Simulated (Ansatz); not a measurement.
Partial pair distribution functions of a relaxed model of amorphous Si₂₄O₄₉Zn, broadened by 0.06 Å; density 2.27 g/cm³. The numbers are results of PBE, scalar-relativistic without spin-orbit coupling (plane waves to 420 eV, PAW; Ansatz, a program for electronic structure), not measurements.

The cell was made by melting and quenching with the CHGNet potential and then relaxed with DFT. O atoms were pushed apart under 1.9 Å during the dynamics, to hinder bonds among them. The hot cell started wider than the set density and was brought back towards it in steps. It is the lowest in DFT energy of 2 quenches. It is a model cell: composition and starting density were chosen by hand, and all elements were melted together. No dispersion term was used. Its density started from a set value of 2.27 and ended at 2.27 g/cm³. The simulated quench (nominally 320 K/ps over its main leg) is rapid and tends to freeze in more defects than a deposited or slowly cooled glass has. A cell of this size samples the disorder only roughly. The volume was held where the preparation left it and the shape relaxed, at a PBE pressure of -0.4 GPa (tension).

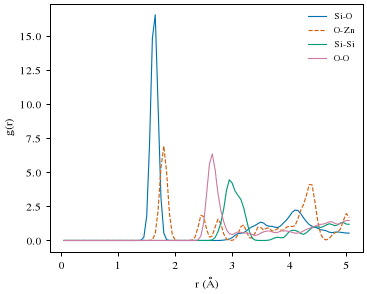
*Partial pair distribution functions*

Highest peaks under 4.5 Å: Si-O near 1.65 Å, O-Zn near 1.80 Å, Si-Si near 2.95 Å, O-O near 2.65 Å; pairs of few atoms are noisy.

Within 1.90 Å each Si has 4.00 O neighbours on average.
